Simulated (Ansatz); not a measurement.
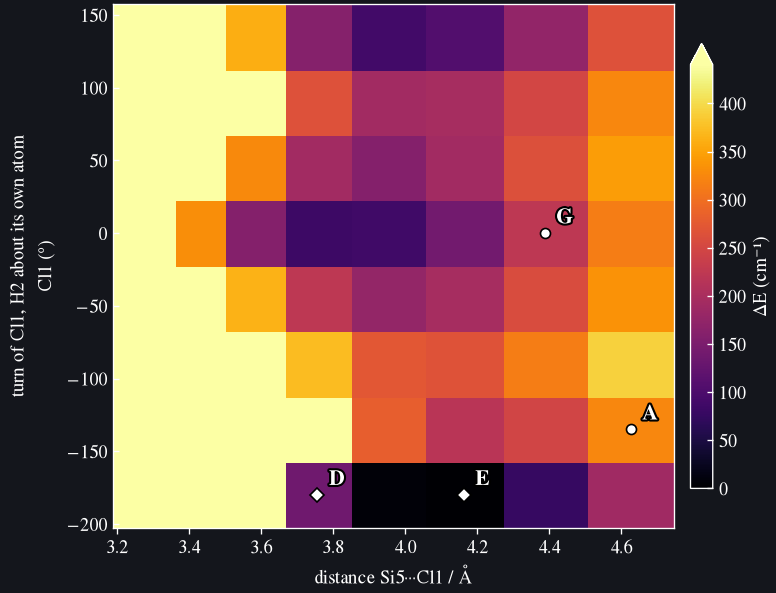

The pair ClH···CH₆OSi. The turn is about an axis along (−0.05, −0.96, −0.28) in the frame of the relaxed pair, normal to the line between the partners. Coordinates scanned: (1) distance Si5···Cl1; (2) turn of Cl1, H2 about its own atom Cl1. The grid has 9 × 8 points. Points are written as (first, second). Energies are in cm⁻¹, from the lowest grid point. All numbers below come from RKS PBE-D4/def2-SVPD (Ansatz).

Drawn: one coloured cell a grid point, one colour for all values above the top of the scale, lettered points.

### Is E the lowest point of the computed grid?

Yes. E, at (4.162 Å, −180°), has the lowest energy of the grid.

### Rank the lettered points by energy, lowest first.

E (0 cm⁻¹), D (137 cm⁻¹), G (223 cm⁻¹), A (324 cm⁻¹).
